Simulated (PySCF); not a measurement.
```xyz
16

C     2.7837    0.4166   -0.1289
C     1.5228    0.8188   -0.0017
C     0.4042   -0.0842   -0.0799
C    -0.9479    0.0511   -0.0147
C    -1.8867    1.1739    0.1582
C    -1.2414   -1.4240   -0.1908
C     0.2967   -1.5472   -0.2658
O     1.0448   -2.4704   -0.4162
H     3.6097    1.1040   -0.0662
H     3.0207   -0.6197   -0.2992
H     1.2841    1.8619    0.1684
H    -2.4785    1.0265    1.0627
H    -2.5829    1.2073   -0.6807
H    -1.3616    2.1231    0.2261
H    -1.7725   -1.7029   -1.1011
H    -1.7030   -1.9259    0.6597
```

Geometry: GFN2-xTB.

These are results of PBE0/def2-SVPD, SCF density, gas phase (PySCF), not measurements.

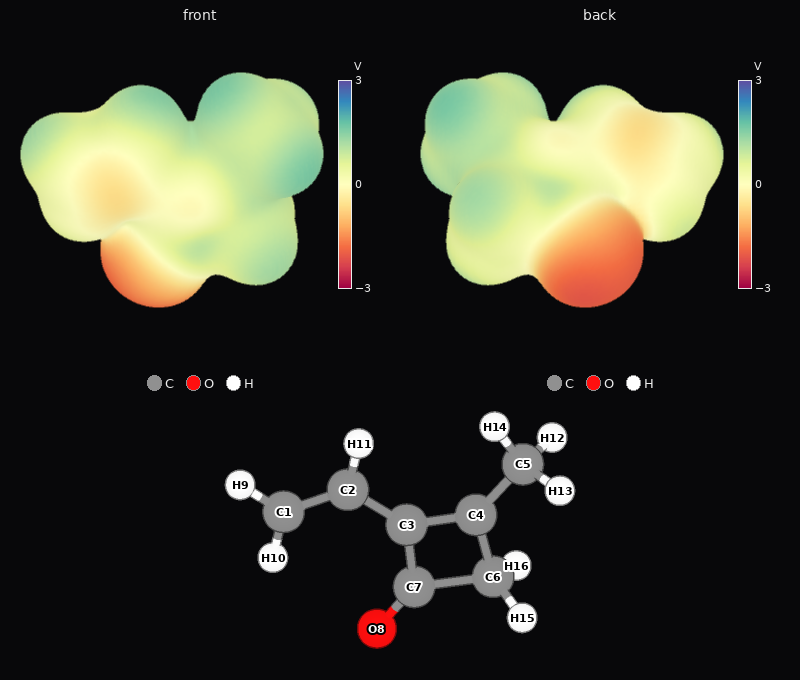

C₇H₈O (SMILES C=CC1=C(C)CC1=O). The molecular electrostatic potential painted on the density surface at 0.004 e/bohr³, seen from the front and from behind; the colour scale runs from red (negative) to blue (positive). The bare structure is drawn below in the same view.

Where is the surface potential most negative and most positive?

The most negative region (about −2.0 V, or −46 kcal/mol for a unit charge) lies over O8, the most positive (about +1.6 V, or +37 kcal/mol for a unit charge) over H12, H13 and H14. O8 is the likeliest acceptor of a hydrogen bond.

What dipole moment does the calculation give?

Its dipole moment is 4.13 D.
